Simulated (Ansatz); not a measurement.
## Molecular dynamics, with input and output: BH3SOF2 (part 5 of 5)

Continued. System: BH3SOF2. Method: UKS PBE-D4/def2-SVP (Ansatz 0.2.0). It belongs to a series of runs on one base structure; here: dynamics from the highest image of the converged band.

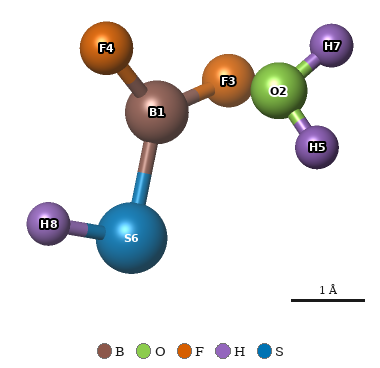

**Figure 1.** The geometry at step 171 of the log (ball-and-stick view, seen at a tilt; atoms are numbered from 1 in the order of the input).

**Trajectory as extended XYZ, continued**
```
8
Properties=species:S:1:pos:R:3:forces:R:3 step=142 time_fs=71.0 energy=-19022.61536 temperature=355.0
B    -0.7566    0.2159   -0.0801    0.4969  -2.0236   0.9767
O     1.3726    0.7475   -0.7990   -0.3079  -0.2964   0.9585
F    -1.2563   -0.0331   -1.2885   -0.0174   0.6219  -0.3563
F    -0.8435    1.3309    0.5960   -0.2828   1.4058  -0.1409
H     1.8677   -0.0989   -0.8320   -0.1931   0.3237  -0.3515
S    -0.5106   -1.3405    0.9468    0.1494  -0.0950  -0.4724
H     1.3493    1.1509   -1.6764    0.1674  -0.1835  -0.5111
H    -0.1623   -0.7861    2.1382   -0.0124   0.2471  -0.1030
8
Properties=species:S:1:pos:R:3:forces:R:3 step=144 time_fs=72.0 energy=-19022.61693 temperature=357.1
B    -0.7667    0.2076   -0.0755    0.5087  -1.6773   1.0118
O     1.3760    0.7528   -0.8026   -0.0835  -0.5797   0.8270
F    -1.2558   -0.0357   -1.2903   -0.0159   0.6179  -0.2761
F    -0.8384    1.3328    0.5980   -0.2970   1.1372  -0.2801
H     1.8893   -0.0940   -0.8316   -0.4188   0.7030  -0.3740
S    -0.5121   -1.3401    0.9469    0.0948  -0.2338  -0.5294
H     1.3514    1.1600   -1.6819    0.1942  -0.2786  -0.3632
H    -0.1902   -0.7931    2.1441    0.0175   0.3113  -0.0158
8
Properties=species:S:1:pos:R:3:forces:R:3 step=146 time_fs=73.0 energy=-19022.62620 temperature=369.1
B    -0.7764    0.1979   -0.0701    0.4970  -1.2564   1.0087
O     1.3794    0.7577   -0.8058   -0.0092  -0.5314   0.5516
F    -1.2553   -0.0380   -1.2922   -0.0004   0.6092  -0.1642
F    -0.8334    1.3352    0.5999   -0.3106   0.8162  -0.4320
H     1.9069   -0.0826   -0.8347   -0.4710   0.7707  -0.3731
S    -0.5136   -1.3397    0.9469    0.0588  -0.3655  -0.5318
H     1.3553    1.1663   -1.6908    0.2011  -0.3942  -0.0948
H    -0.2181   -0.7971    2.1499    0.0343   0.3514   0.0356
8
Properties=species:S:1:pos:R:3:forces:R:3 step=148 time_fs=74.0 energy=-19022.64216 temperature=389.4
B    -0.7857    0.1870   -0.0637    0.4648  -0.7859   0.9533
O     1.3827    0.7623   -0.8086   -0.1016  -0.2070   0.2596
F    -1.2548   -0.0401   -1.2942    0.0280   0.5968  -0.0214
F    -0.8286    1.3380    0.6016   -0.3259   0.4661  -0.5826
H     1.9202   -0.0639   -0.8414   -0.3267   0.5184  -0.3450
S    -0.5150   -1.3395    0.9466    0.0431  -0.4824  -0.4616
H     1.3612    1.1690   -1.7006    0.1813  -0.4658   0.1629
H    -0.2456   -0.7978    2.1560    0.0372   0.3598   0.0348
8
Properties=species:S:1:pos:R:3:forces:R:3 step=151 time_fs=75.5 energy=-19022.65782 temperature=409.4
B    -0.7988    0.1696   -0.0526    0.3887  -0.0382   0.7542
O     1.3876    0.7691   -0.8126   -0.4397   0.4729   0.0251
F    -1.2540   -0.0426   -1.2972    0.0885   0.5725   0.2428
F    -0.8217    1.3426    0.6035   -0.3552  -0.0663  -0.7810
H     1.9353   -0.0283   -0.8575    0.1469  -0.2331  -0.2563
S    -0.5171   -1.3394    0.9461    0.0497  -0.6291  -0.2221
H     1.3730    1.1647   -1.7121    0.0966  -0.3922   0.2990
H    -0.2862   -0.7925    2.1656    0.0245   0.3134  -0.0617
8
Properties=species:S:1:pos:R:3:forces:R:3 step=153 time_fs=76.5 energy=-19022.65392 temperature=404.5
B    -0.8071    0.1578   -0.0443    0.3289   0.4572   0.5432
O     1.3906    0.7739   -0.8152   -0.5968   0.7205   0.0593
F    -1.2534   -0.0438   -1.2990    0.1345   0.5531   0.4420
F    -0.8173    1.3457    0.6043   -0.3796  -0.3997  -0.8834
H     1.9464   -0.0063   -0.8714    0.4218  -0.6526  -0.1675
S    -0.5185   -1.3396    0.9456    0.0647  -0.7146  -0.0005
H     1.3822    1.1570   -1.7164    0.0118  -0.2177   0.1702
H    -0.3129   -0.7851    2.1713    0.0145   0.2538  -0.1632
8
Properties=species:S:1:pos:R:3:forces:R:3 step=155 time_fs=77.5 energy=-19022.64290 temperature=390.3
B    -0.8151    0.1465   -0.0355    0.2704   0.9276   0.2786
O     1.3932    0.7792   -0.8177   -0.5075   0.5719   0.1815
F    -1.2528   -0.0449   -1.3006    0.1795   0.5320   0.6483
F    -0.8132    1.3486    0.6046   -0.4078  -0.6997  -0.9571
H     1.9614    0.0098   -0.8869    0.4558  -0.7253  -0.0484
S    -0.5199   -1.3400    0.9451    0.0801  -0.7978   0.2358
H     1.3915    1.1473   -1.7192   -0.0809   0.0069  -0.0757
H    -0.3396   -0.7753    2.1755    0.0103   0.1845  -0.2631
8
Properties=species:S:1:pos:R:3:forces:R:3 step=157 time_fs=78.5 energy=-19022.62622 temperature=368.7
B    -0.8229    0.1359   -0.0265    0.2192   1.3544  -0.0238
O     1.3955    0.7847   -0.8202   -0.1516   0.0821   0.2609
F    -1.2520   -0.0456   -1.3019    0.2191   0.5103   0.8507
F    -0.8092    1.3511    0.6044   -0.4391  -0.9565  -1.0014
H     1.9805    0.0191   -0.9028    0.2136  -0.4310   0.0991
S    -0.5213   -1.3406    0.9447    0.0911  -0.8826   0.4561
H     1.4000    1.1376   -1.7226   -0.1674   0.2064  -0.3058
H    -0.3661   -0.7638    2.1773    0.0151   0.1170  -0.3358
8
Properties=species:S:1:pos:R:3:forces:R:3 step=160 time_fs=80.0 energy=-19022.58474 temperature=315.4
B    -0.8342    0.1225   -0.0131    0.1669   1.8743  -0.5037
O     1.3989    0.7931   -0.8236    0.5333  -0.6874   0.0573
F    -1.2507   -0.0462   -1.3030    0.2612   0.4800   1.1225
F    -0.8036    1.3539    0.6033   -0.4899  -1.2466  -1.0163
H     2.0119    0.0268   -0.9245   -0.3352   0.2241   0.3181
S    -0.5233   -1.3421    0.9444    0.0938  -1.0101   0.7035
H     1.4095    1.1271   -1.7333   -0.2692   0.3269  -0.3242
H    -0.4055   -0.7445    2.1737    0.0392   0.0389  -0.3573
8
Properties=species:S:1:pos:R:3:forces:R:3 step=162 time_fs=81.0 energy=-19022.55380 temperature=275.7
B    -0.8415    0.1156   -0.0047    0.1533   2.1168  -0.8095
O     1.4015    0.7982   -0.8258    0.8349  -0.9032  -0.2837
F    -1.2497   -0.0463   -1.3031    0.2748   0.4639   1.2681
F    -0.8003    1.3550    0.6018   -0.5247  -1.3713  -0.9958
H     2.0296    0.0337   -0.9354   -0.5711   0.4867   0.4166
S    -0.5246   -1.3434    0.9444    0.0855  -1.0861   0.7928
H     1.4128    1.1238   -1.7444   -0.3159   0.2838  -0.0836
H    -0.4314   -0.7311    2.1672    0.0632   0.0093  -0.3050
8
Properties=species:S:1:pos:R:3:forces:R:3 step=164 time_fs=82.0 energy=-19022.53171 temperature=247.3
B    -0.8487    0.1105    0.0030    0.1598   2.2598  -1.0811
O     1.4046    0.8028   -0.8282    0.9056  -0.8243  -0.6413
F    -1.2485   -0.0462   -1.3025    0.2756   0.4528   1.3758
F    -0.7971    1.3554    0.5999   -0.5591  -1.4381  -0.9545
H     2.0420    0.0451   -0.9424   -0.5975   0.4981   0.4556
S    -0.5258   -1.3451    0.9447    0.0696  -1.1428   0.8193
H     1.4131    1.1233   -1.7562   -0.3438   0.1971   0.2326
H    -0.4567   -0.7175    2.1577    0.0898  -0.0025  -0.2064
8
Properties=species:S:1:pos:R:3:forces:R:3 step=166 time_fs=83.0 energy=-19022.52235 temperature=235.2
B    -0.8558    0.1075    0.0097    0.1882   2.2930  -1.3026
O     1.4082    0.8068   -0.8309    0.7314  -0.5060  -0.8664
F    -1.2472   -0.0458   -1.3012    0.2632   0.4474   1.4393
F    -0.7943    1.3551    0.5975   -0.5916  -1.4454  -0.8946
H     2.0488    0.0611   -0.9451   -0.4032   0.2611   0.4326
S    -0.5271   -1.3471    0.9452    0.0467  -1.1675   0.7929
H     1.4101    1.1246   -1.7658   -0.3501   0.1190   0.4773
H    -0.4811   -0.7040    2.1463    0.1154  -0.0017  -0.0785
8
Properties=species:S:1:pos:R:3:forces:R:3 step=169 time_fs=84.5 energy=-19022.52375 temperature=236.9
B    -0.8660    0.1067    0.0176    0.2728   2.1263  -1.5182
O     1.4144    0.8125   -0.8360    0.1543   0.1674  -0.7824
F    -1.2450   -0.0449   -1.2979    0.2197   0.4505   1.4418
F    -0.7906    1.3533    0.5930   -0.6340  -1.3412  -0.7735
H     2.0529    0.0884   -0.9416    0.1572  -0.3655   0.3078
S    -0.5289   -1.3508    0.9464    0.0001  -1.1154   0.6985
H     1.3994    1.1286   -1.7715   -0.3175   0.0768   0.5109
H    -0.5156   -0.6838    2.1281    0.1474   0.0012   0.1150
8
Properties=species:S:1:pos:R:3:forces:R:3 step=171 time_fs=85.5 energy=-19022.53058 temperature=245.8
B    -0.8726    0.1086    0.0212    0.3557   1.8739  -1.5772
O     1.4187    0.8163   -0.8400   -0.1983   0.4708  -0.4617
F    -1.2433   -0.0439   -1.2948    0.1742   0.4585   1.3772
F    -0.7886    1.3512    0.5896   -0.6555  -1.1940  -0.6733
H     2.0567    0.1032   -0.9354    0.4701  -0.6868   0.2023
S    -0.5302   -1.3536    0.9475   -0.0392  -1.0068   0.6339
H     1.3884    1.1323   -1.7693   -0.2708   0.0978   0.2904
H    -0.5368   -0.6703    2.1171    0.1638  -0.0135   0.2083
8
Properties=species:S:1:pos:R:3:forces:R:3 step=173 time_fs=86.5 energy=-19022.54423 temperature=263.3
B    -0.8788    0.1122    0.0234    0.4568   1.5206  -1.5681
O     1.4229    0.8204   -0.8443   -0.2982   0.4471  -0.0328
F    -1.2416   -0.0428   -1.2909    0.1157   0.4689   1.2576
F    -0.7868    1.3486    0.5857   -0.6700  -0.9860  -0.5578
H     2.0648    0.1116   -0.9273    0.5120  -0.6920   0.1048
S    -0.5314   -1.3568    0.9488   -0.0853  -0.8368   0.5900
H     1.3748    1.1368   -1.7643   -0.2085   0.1302  -0.0464
H    -0.5565   -0.6569    2.1081    0.1776  -0.0521   0.2528
8
Properties=species:S:1:pos:R:3:forces:R:3 step=175 time_fs=87.5 energy=-19022.56027 temperature=283.7
B    -0.8846    0.1171    0.0242    0.5713   1.0845  -1.4935
O     1.4270    0.8248   -0.8486   -0.1135   0.1229   0.3647
F    -1.2399   -0.0414   -1.2865    0.0450   0.4786   1.0821
F    -0.7855    1.3454    0.5816   -0.6760  -0.7220  -0.4279
H     2.0777    0.1136   -0.9181    0.2530  -0.3649   0.0110
S    -0.5327   -1.3602    0.9502   -0.1375  -0.6145   0.5724
H     1.3593    1.1427   -1.7598   -0.1327   0.1311  -0.3552
H    -0.5745   -0.6441    2.1014    0.1904  -0.1158   0.2464
8
Properties=species:S:1:pos:R:3:forces:R:3 step=178 time_fs=89.0 energy=-19022.56738 temperature=292.8
B    -0.8924    0.1261    0.0229    0.7560   0.3287  -1.2668
O     1.4329    0.8314   -0.8546    0.3153  -0.4073   0.6108
F    -1.2372   -0.0388   -1.2788   -0.0810   0.4848   0.7156
F    -0.7840    1.3400    0.5751   -0.6675  -0.2415  -0.2100
H     2.1002    0.1115   -0.9045   -0.3240   0.3100  -0.1496
S    -0.5346   -1.3657    0.9527   -0.2222  -0.2268   0.5778
H     1.3338    1.1535   -1.7596    0.0140  -0.0077  -0.4475
H    -0.5980   -0.6272    2.0957    0.2095  -0.2402   0.1697
8
Properties=species:S:1:pos:R:3:forces:R:3 step=180 time_fs=90.0 energy=-19022.55889 temperature=282.0
B    -0.8967    0.1326    0.0206    0.8791  -0.1998  -1.0444
O     1.4371    0.8355   -0.8582    0.4225  -0.4895   0.4948
F    -1.2354   -0.0368   -1.2732   -0.1755   0.4783   0.4058
F    -0.7835    1.3362    0.5706   -0.6501   0.1134  -0.0546
H     2.1122    0.1129   -0.8970   -0.5538   0.5731  -0.2616
S    -0.5360   -1.3695    0.9546   -0.2774   0.0304   0.5789
H     1.3168    1.1608   -1.7647    0.1339  -0.1847  -0.2240
H    -0.6112   -0.6186    2.0941    0.2213  -0.3213   0.1050
8
Properties=species:S:1:pos:R:3:forces:R:3 step=182 time_fs=91.0 energy=-19022.54615 temperature=265.7
B    -0.9003    0.1389    0.0174    0.9968  -0.7105  -0.7694
O     1.4415    0.8394   -0.8614    0.2944  -0.3026   0.2740
F    -1.2338   -0.0346   -1.2674   -0.2757   0.4600   0.0496
F    -0.7833    1.3325    0.5661   -0.6247   0.4727   0.1022
H     2.1190    0.1196   -0.8920   -0.5474   0.5703  -0.3565
S    -0.5375   -1.3732    0.9566   -0.3263   0.2581   0.5588
H     1.3011    1.1664   -1.7720    0.2526  -0.3651   0.0871
H    -0.6223   -0.6131    2.0934    0.2303  -0.3830   0.0541
8
Properties=species:S:1:pos:R:3:forces:R:3 step=184 time_fs=92.0 energy=-19022.53221 temperature=247.7
B    -0.9029    0.1446    0.0135    1.1058  -1.1710  -0.4468
O     1.4461    0.8431   -0.8645   -0.0383   0.0808   0.0973
F    -1.2323   -0.0321   -1.2616   -0.3788   0.4279  -0.3436
F    -0.7834    1.3290    0.5616   -0.5934   0.8127   0.2529
H     2.1207    0.1315   -0.8904   -0.3051   0.3089  -0.4199
S    -0.5391   -1.3768    0.9589   -0.3651   0.4382   0.5060
H     1.2878    1.1685   -1.7784    0.3400  -0.4837   0.3223
H    -0.6312   -0.6112    2.0933    0.2349  -0.4139   0.0318
8
Properties=species:S:1:pos:R:3:forces:R:3 step=187 time_fs=93.5 energy=-19022.50826 temperature=216.9
B    -0.9050    0.1511    0.0070    1.2487  -1.7051   0.1061
O     1.4529    0.8488   -0.8691   -0.6496   0.7069   0.1266
F    -1.2304   -0.0280   -1.2532   -0.5314   0.3531  -0.9701
F    -0.7841    1.3246    0.5551   -0.5417   1.2345   0.4485
H     2.1192    0.1536   -0.8956    0.2868  -0.3285  -0.4439
S    -0.5417   -1.3821    0.9625   -0.3993   0.5990   0.3582
H     1.2740    1.1629   -1.7823    0.3554  -0.4680   0.3095
H    -0.6404   -0.6158    2.0938    0.2310  -0.3917   0.0652
8
Properties=species:S:1:pos:R:3:forces:R:3 step=189 time_fs=94.5 energy=-19022.49496 temperature=199.9
B    -0.9051    0.1536    0.0027    1.3277  -1.9257   0.4972
O     1.4570    0.8530   -0.8720   -0.8335   0.8609   0.3612
F    -1.2294   -0.0250   -1.2482   -0.6255   0.2878  -1.3804
F    -0.7850    1.3224    0.5511   -0.5083   1.4268   0.5471
H     2.1206    0.1654   -0.9043    0.5466  -0.6123  -0.4127
S    -0.5436   -1.3853    0.9650   -0.4052   0.6338   0.2213
H     1.2690    1.1536   -1.7811    0.2767  -0.3364   0.0394
H    -0.6437   -0.6235    2.0948    0.2215  -0.3350   0.1269
8
Properties=species:S:1:pos:R:3:forces:R:3 step=191 time_fs=95.5 energy=-19022.49133 temperature=195.2
B    -0.9039    0.1543   -0.0011    1.3896  -2.0250   0.8771
O     1.4606    0.8578   -0.8747   -0.6588   0.6481   0.6566
F    -1.2288   -0.0218   -1.2439   -0.7065   0.2143  -1.7516
F    -0.7861    1.3209    0.5473   -0.4782   1.5323   0.6139
H     2.1272    0.1715   -0.9170    0.4939  -0.5717  -0.3428
S    -0.5456   -1.3884    0.9676   -0.3993   0.6213   0.0703
H     1.2667    1.1411   -1.7796    0.1513  -0.1631  -0.3288
H    -0.6449   -0.6345    2.0971    0.2080  -0.2562   0.2053
8
Properties=species:S:1:pos:R:3:forces:R:3 step=193 time_fs=96.5 energy=-19022.49689 temperature=202.3
B    -0.9015    0.1533   -0.0042    1.4281  -2.0035   1.2134
O     1.4638    0.8630   -0.8770   -0.2108   0.1805   0.8162
F    -1.2285   -0.0186   -1.2405   -0.7671   0.1377  -2.0509
F    -0.7874    1.3202    0.5439   -0.4520   1.5465   0.6470
H     2.1382    0.1723   -0.9329    0.1639  -0.2460  -0.2340
S    -0.5477   -1.3913    0.9703   -0.3841   0.5772  -0.0731
H     1.2658    1.1270   -1.7813    0.0289  -0.0214  -0.5981
H    -0.6441   -0.6479    2.1013    0.1931  -0.1710   0.2796
8
Properties=species:S:1:pos:R:3:forces:R:3 step=196 time_fs=98.0 energy=-19022.51499 temperature=225.6
B    -0.8956    0.1484   -0.0067    1.4221  -1.7663   1.5595
O     1.4684    0.8708   -0.8797    0.4340  -0.4521   0.4676
F    -1.2289   -0.0136   -1.2374   -0.8013   0.0278  -2.2964
F    -0.7898    1.3206    0.5393   -0.4176   1.4066   0.6382
H     2.1565    0.1704   -0.9605   -0.4067   0.3222  -0.0229
S    -0.5510   -1.3953    0.9742   -0.3502   0.4893  -0.2202
H     1.2648    1.1057   -1.7942   -0.0538   0.0400  -0.4582
H    -0.6395   -0.6709    2.1128    0.1736  -0.0675   0.3323
8
Properties=species:S:1:pos:R:3:forces:R:3 step=198 time_fs=99.0 energy=-19022.53345 temperature=249.4
B    -0.8900    0.1432   -0.0067    1.3624  -1.4937   1.6417
O     1.4718    0.8758   -0.8810    0.5975  -0.6122  -0.0838
F    -1.2296   -0.0103   -1.2367   -0.7758  -0.0372  -2.2916
F    -0.7917    1.3218    0.5367   -0.3949   1.2224   0.6015
H     2.1647    0.1722   -0.9795   -0.5859   0.5012   0.1192
S    -0.5534   -1.3978    0.9767   -0.3229   0.4343  -0.2451
H     1.2635    1.0918   -1.8085   -0.0450   0.0171  -0.0450
H    -0.6343   -0.6871    2.1244    0.1646  -0.0318   0.3031
8
Properties=species:S:1:pos:R:3:forces:R:3 step=200 time_fs=100.0 energy=-19022.55674 temperature=279.4
B    -0.8832    0.1366   -0.0052    1.2509  -1.1494   1.5869
O     1.4755    0.8804   -0.8824    0.5198  -0.5556  -0.6400
F    -1.2307   -0.0070   -1.2372   -0.7072  -0.0950  -2.1441
F    -0.7938    1.3236    0.5344   -0.3694   0.9837   0.5488
H     2.1673    0.1786   -0.9974   -0.5285   0.4465   0.2372
S    -0.5559   -1.4002    0.9791   -0.2919   0.3849  -0.2057
H     1.2619    1.0782   -1.8232   -0.0321   0.0095   0.3985
H    -0.6276   -0.7037    2.1388    0.1585  -0.0246   0.2186
```

The run was set up as follows.

**Input file**
```yaml
crystal:
  periodic: [false, false, false]
  atoms:
    - { symbol: B, position_ang: [-0.529028, 0.405017, -0.235791] }
    - { symbol: O, position_ang: [0.972539, 0.447541, -0.532774] }
    - { symbol: F, position_ang: [-1.252, 0.119102, -1.349816] }
    - { symbol: F, position_ang: [-0.933886, 1.434869, 0.536964] }
    - { symbol: H, position_ang: [0.921415, -0.668585, 0.112423] }
    - { symbol: S, position_ang: [-0.305009, -1.36521, 0.904868] }
    - { symbol: H, position_ang: [1.126116, 0.331942, -1.492898] }
    - { symbol: H, position_ang: [-0.000147, -0.704677, 2.057023] }
magnetization:
  spin_polarized: true
basis:
  gaussian: { orbitals: def2-SVP }
hamiltonian:
  xc: pbe
  dispersion: d4
md:
  timestep: 0.5
  n_steps: 200
  ensemble: nve
  temperature: 300.0
  initial_velocities: maxwell_boltzmann
  seed: 5434
```

Run as:
```bash
ansatz run input.yaml --threads 2 --pin off --max-ram 3072MiB --backend cpu --events-out ev --progress --plain --runs-dir out
```

**Summary**

| quantity | value |
| --- | --- |
| outcome | finished |
| mean temperature over the second half | 342 K |
| trajectory | 200 steps, 100 fs |
| ensemble | nve |
| temperature in the input | 300.0 K |
| time step | 0.5 fs |
| potential energy (last step) | −19022.5568 eV |
| mean-field energy (last step) | −19022.4213 eV |
| largest force (length of the vector) (last step) | 2.325 eV/Å |
| hardware | 2 threads of AMD EPYC (Zen 5), 16 GiB of memory available, shared host |
| wall time | 2.1 min (CPU time 4.1 min) |
| peak memory | 0.17 GiB |

So short a trajectory is not equilibrated.
